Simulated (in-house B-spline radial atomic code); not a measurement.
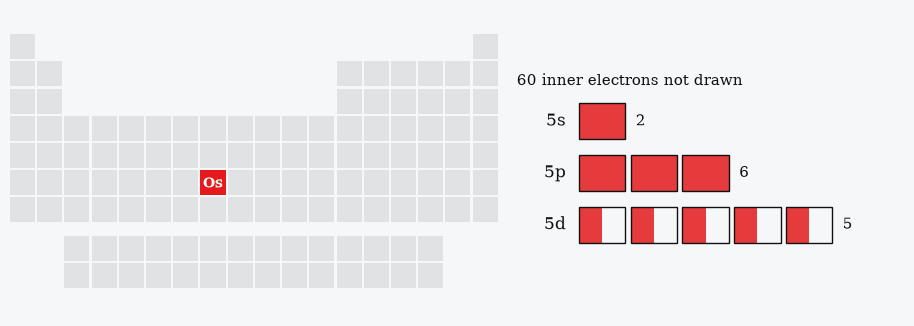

*Left, the place of osmium in the periodic table; right, the outer shells as the input fills them: a box for each of the 2l + 1 orbitals, shaded by the share of the shell that is filled, with the electron count at the right.*

**Run report: Os³⁺, RPA and GW calculation**

System: Os³⁺, configuration [Xe] 4f14 5d5, inside a hard wall of radius 12 bohr.
Method: RPA, second-order and SOSEX correlation energies and G0W0 (contour deformation) on a scalar-relativistic (spin-free one-electron X2C) mean field, all electrons, B-spline basis (in-house B-spline radial atomic code).

**Results in brief**

| quantity | value |
| --- | --- |
| outcome | converged |
| mean-field total energy | −17253.48659 hartree |
| total energy with exact exchange alone | −17248.40908 hartree |
| exact exchange energy | −338.72766 hartree |
| RPA correlation, extrapolated in the angular momentum of the empty orbitals | −6.48692 hartree |
| RPA correlation, as summed | −6.31818 hartree |
| direct second-order term | −7.43195 hartree |
| second-order exchange term | 1.86010 hartree |
| SOSEX term | 1.74819 hartree |
| hardware | 1 CPU thread, shared host |
| wall time | 13 s |

**Notes**

Caveats: spin-orbit coupling, Breit and QED terms are absent.

**Input file**
```
Z = 76
electrons = 73.0
configuration = [Xe] 4f14 5d5
hamiltonian = x2c
method = pbe0
lmax = 9
wall_radius = 12
rms_radius = 5.4126
spin_polarised = True
box_radius = 12
intervals = 67
```

Launched within a batch (the task file carries these settings):
```bash
python <driver script> task.json out
```

The program writes its results to a structured record and prints no log; tables and figures of this report are taken from that record.

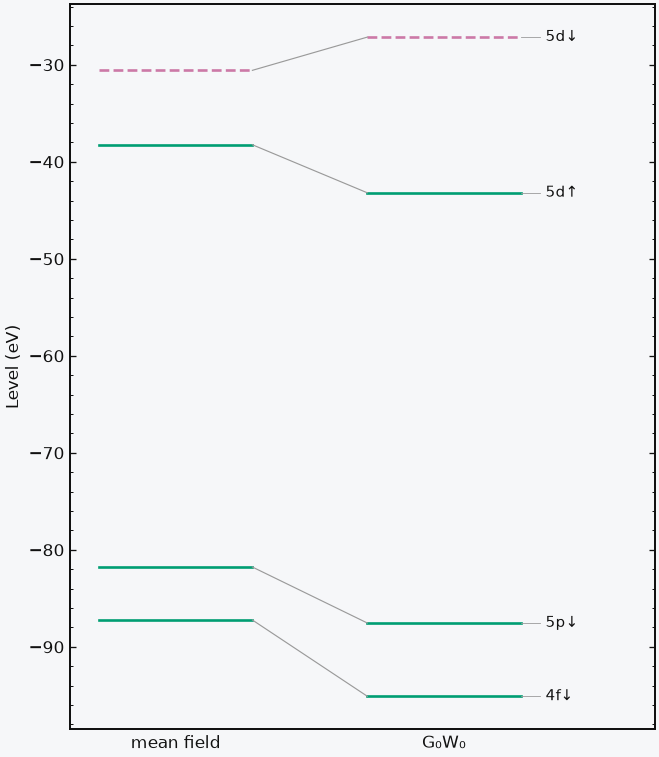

*Mean-field and G₀W₀ levels (solid occupied, dashed empty) for Os³⁺ ([Xe] 4f¹⁴ 5d⁵). All-electron spherical atom, scalar X2C, PBE0 start, no spin-orbit coupling, Breit or QED terms; computed with a B-spline radial code, inside a hard wall of radius 12 bohr. The quasi-particle equation is solved at full frequency; levels of low quasi-particle weight Z are left out. Σ columns are in eV, and Σc holds an estimate for the angular momenta beyond the basis.*

G₀W₀ moves the highest occupied level, 5d↑, from −38.24 to −43.20 eV (renormalisation factor Z = 0.93). The empty level 5d↓ goes from −30.57 to −27.14 eV.

```
Level  Mean field (eV)  Σx − vxc (eV)  Σc (eV)     Z  G₀W₀ (eV)
  5d↓           −30.57           6.74    −3.32  0.94     −27.14
  5d↑           −38.24          −4.76    −0.20  0.93     −43.20
  5p↓           −81.77          −6.22     0.45  0.91     −87.54
  4f↓           −87.23         −15.06     7.19  0.87     −95.09
```
